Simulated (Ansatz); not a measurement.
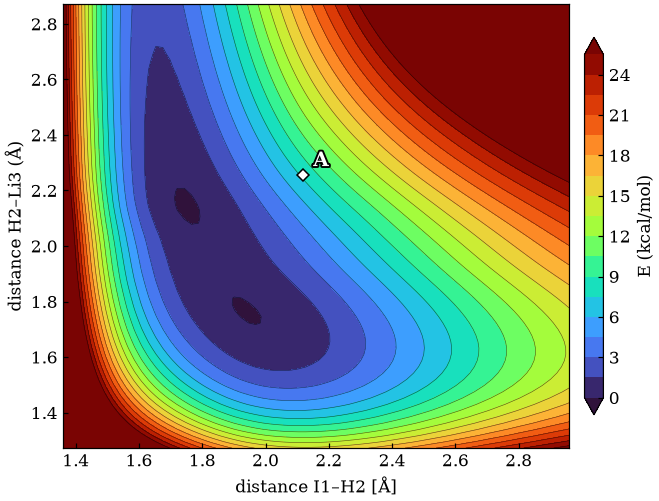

The system I + HLi, spin multiplicity 2. The first coordinate is: distance I1–H2; the second: distance H2–Li3. Nothing is relaxed (the angle I1–H2–Li3 is fixed at 160 degrees). Grid: 17 × 17 points. Points are written as (first, second). All energies are given in kcal/mol relative to the lowest grid point. Theory: UKS PBE0-D4/def2-SVPD (Ansatz).

In the figure: filled contours, one colour for all values above the top of the scale, the point A. Between grid points the surface is interpolated.

Is A at rest? If not, where is it pushed?

Answer. A, at (2.117 Å, 2.255 Å), is not a stationary point. The computed force is 26 kcal/mol for each Å towards smaller values of distance I1–H2 and 19 kcal/mol for each Å towards smaller values of distance H2–Li3.
